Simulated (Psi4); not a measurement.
**InNH2F2 (SMILES [NH2][In]([F])[F]) at wB97M-V/def2-SVP (core potential, sweep point 2)**

Aim: the vertical electron affinity of InNH2F2 at wB97M-V/def2-SVP (core potential, sweep point 2), from 2 runs. 

The results are computed with Psi4 1.11.

### 1 The system as given

InNH2F2: 6 atoms, total charge 0, spin state singlet. As SMILES, `[NH2][In]([F])[F]`. The coordinates come from a PBE0-D4/def2-TZVP relaxation.

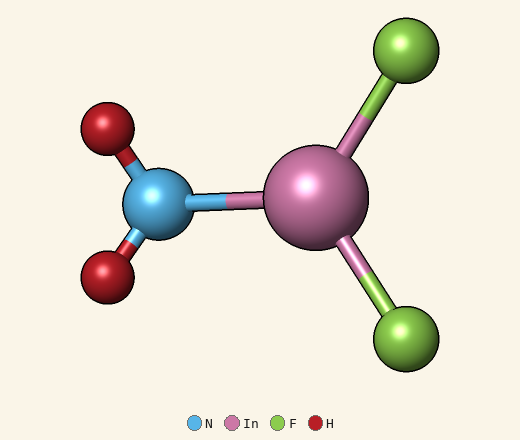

The structure, seen from a chosen angle (nitrogen blue, indium pink, fluorine green, hydrogen red).

### 2 A single-point energy at wB97M-V/def2-SVP (core potential, sweep point 2)

job.in reads:

```
memory 1600 mb

molecule mol {
  0 1
  N     -0.259900     1.155100    -0.280600
  In     0.271400    -0.745700     0.029100
  F      1.862900    -1.284900     0.989000
  F     -0.617400    -2.265700    -0.773500
  H      0.031700     1.791300     0.449400
  H     -1.246600     1.285900    -0.459500
  symmetry c1
}

set basis def2-SVP
set puream true
set scf_type pk
set dft_radial_points 99
set dft_spherical_points 590

E, wfn = energy('wb97m-v', return_wfn=True)
print_variables()
```

Command:

```bash
$ psi4 -n 1 job.in job.out
```

job.out:

```text
[...]
    !!!  WARNING: ECP capability is in beta. Please check occupations closely.  !!!
[...]
  Running in c1 symmetry.
[...]
  Nuclear repulsion =  196.006990082389763
[...]
  Multiplicity = 1
[...]
  Nalpha       = 24
  Nbeta        = 24
[...]
    Number of basis functions: 78
[...]
   @RKS iter   1:  -445.14844666183944   -1.58943e+00   1.14887e-02 ADIIS/DIIS
[...]
   @RKS iter   9:  -445.49032277526425   -5.70456e-08   5.65243e-07 DIIS
[...]
    Orbital Energies [Eh]
    ---------------------
    Doubly Occupied:
       1A    -24.846678     2A    -24.846641     3A    -14.530431
       4A     -4.852356     5A     -3.254179     6A     -3.244452
       7A     -3.243004     8A     -1.213935     9A     -1.212168
      10A     -0.984007    11A     -0.916008    12A     -0.915369
      13A     -0.912983    14A     -0.904144    15A     -0.894595
      16A     -0.600567    17A     -0.567303    18A     -0.499903
      19A     -0.486395    20A     -0.479956    21A     -0.464338
      22A     -0.458982    23A     -0.455830    24A     -0.385150
[...]
  @RKS Final Energy:  -445.49032277526425
   => Energetics <=
    Nuclear Repulsion Energy =            196.0069900823897626
    One-Electron Energy =               -1080.7521739942385466
    Two-Electron Energy =                 471.5335481949671248
    DFT Exchange-Correlation Energy =     -32.4707745003295543
    Empirical Dispersion Energy =           0.0000000000000000
    VV10 Nonlocal Energy =                  0.1920874419469812
    Total Energy =                       -445.4903227752642465
[...]
 Multipole Moments:
 ------------------------------------------------------------------------------------
     Multipole            Electronic (a.u.)      Nuclear  (a.u.)        Total (a.u.)
 ------------------------------------------------------------------------------------
 L = 1.  Multiply by 2.5417464519 to convert [e a0] to [Debye]
 Dipole X            :         -0.0862029           -0.6209711           -0.7071739
 Dipole Y            :         -1.6979877            2.9976563            1.2996686
 Dipole Z            :          1.0606612           -0.7895414            0.2711198
 Magnitude           :                                                    1.5042404
[...]
```

It took 53 s on 1 thread of Intel Xeon 6975P-C (Granite Rapids), shared host; peak memory 1 GiB.

### 3 The doublet anion at the same level

f2h2inn.dat reads:

```
memory 1600 mb

molecule {
  -1 2
  N     -0.259900     1.155100    -0.280600
  In     0.271400    -0.745700     0.029100
  F      1.862900    -1.284900     0.989000
  F     -0.617400    -2.265700    -0.773500
  H      0.031700     1.791300     0.449400
  H     -1.246600     1.285900    -0.459500
  symmetry c1
}

set globals {
  reference            uks
  puream               true
  scf_type             pk
  dft_radial_points    99
  dft_spherical_points 590
  maxiter              100
}

energy("wb97m-v/def2-SVP")
```

Command:

```bash
$ psi4 -i f2h2inn.dat -o f2h2inn.out -n 1
```

f2h2inn.out:

```text
[...]
    !!!  WARNING: ECP capability is in beta. Please check occupations closely.  !!!
[...]
  Running in c1 symmetry.
[...]
  Nuclear repulsion =  196.006990082389763
[...]
  Multiplicity = 2
[...]
  Nalpha       = 25
  Nbeta        = 24
[...]
    Number of basis functions: 78
[...]
   @UKS iter   1:  -445.06996509883970   -1.51095e+00   1.27043e-02 DIIS/ADIIS
[...]
   @UKS iter  12:  -445.48292145485004   -1.78203e-07   9.34103e-07 DIIS
[...]
   @S^2 Observed:                7.539351020E-01
[...]
    Orbital Energies [Eh]
    ---------------------
    Alpha Occupied:
       1A    -24.612375     2A    -24.612332     3A    -14.292601
       4A     -4.582870     5A     -2.982595     6A     -2.975941
       7A     -2.974251     8A     -0.986565     9A     -0.984706
      10A     -0.754266    11A     -0.647468    12A     -0.647141
      13A     -0.646371    14A     -0.641629    15A     -0.638487
      16A     -0.382106    17A     -0.341079    18A     -0.278528
      19A     -0.267731    20A     -0.257160    21A     -0.239905
      22A     -0.237416    23A     -0.233874    24A     -0.169094
      25A      0.012383
    Alpha Virtual:
[...]
  @UKS Final Energy:  -445.48292145485004
   => Energetics <=
    Nuclear Repulsion Energy =            196.0069900823897626
    One-Electron Energy =               -1092.3780327664785545
    Two-Electron Energy =                 483.3104921344576042
    DFT Exchange-Correlation Energy =     -32.6160242443682620
    Empirical Dispersion Energy =           0.0000000000000000
    VV10 Nonlocal Energy =                  0.1936533391494472
    Total Energy =                       -445.4829214548500431
  UHF NO Occupations:
  HONO-2 :   23  A 1.9996752
  HONO-1 :   24  A 1.9987616
[...]
 Multipole Moments:
 ------------------------------------------------------------------------------------
     Multipole            Electronic (a.u.)      Nuclear  (a.u.)        Total (a.u.)
 ------------------------------------------------------------------------------------
 L = 1.  Multiply by 2.5417464519 to convert [e a0] to [Debye]
 Dipole X            :          0.4982022           -0.6209711           -0.1227689
 Dipole Y            :         -2.2673330            2.9976563            0.7303232
 Dipole Z            :          0.5553304           -0.7895414           -0.2342111
 Magnitude           :                                                    0.7767233
[...]
```

It took 81 s on 1 thread of Intel Xeon 6975P-C (Granite Rapids), shared host; peak memory 1 GiB.

### 4 Summary of results

At wB97M-V/def2-SVP (core potential, sweep point 2):

| quantity | value |
| --- | --- |
| singlet InNH2F2: total energy | -445.49032 Eh |
| singlet InNH2F2: dipole moment | 3.82 D |
| singlet InNH2F2: HOMO energy | -10.48 eV |
| singlet InNH2F2: LUMO energy | -0.02 eV |
| singlet InNH2F2: HOMO–LUMO gap | 10.46 eV |
| doublet anion: total energy | -445.48292 Eh |
| doublet anion: HOMO energy (highest over α and β) | 0.34 eV |
| doublet anion: LUMO energy (lowest over α and β) | 5.88 eV |
| doublet anion: ⟨S²⟩ | 0.754 |
| vertical electron affinity (to the doublet anion) | -0.201 eV |

**Reading.** The anion lies 0.20 eV (4.6 kcal/mol) above the neutral: the electron isn't bound at this level, and such a value depends on the basis. Without diffuse functions anions come out too high. The HOMO (doublet anion) lies at positive energy, 0.34 eV, from the functional's self-interaction, a short basis or an electron that isn't bound; only total energies against the neutral tell.
